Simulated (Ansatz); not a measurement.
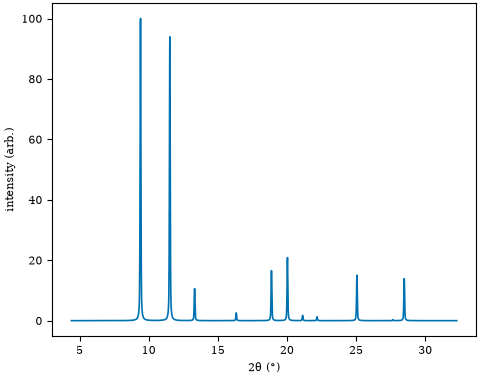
*Simulated powder pattern, Ag Kα, λ = 0.560885 Å*

The pattern belongs to a structure relaxed with PBE (plane waves, PAW; program Ansatz).

**Question.** Which compound is it?
A. C, Pn-3m (C on 2a, C on 8e)
B. Ir, fcc (Cu type)
C. Si2W, MoSi2 or CaC2 type
D. V, bcc (W type)

**Answer.** A, C, Pn-3m (C on 2a, C on 8e)

The start of the workflow was typed in or built on a structure type; neither database checked (COD, Materials Project) lists it. It is not the phase usual at ambient conditions (space group No. 194, 227). The cell was relaxed with PBE under the symmetry of its start; whether a distortion lowers the energy is not shown.

Potentials: the earlier of the program's two PAW sets.
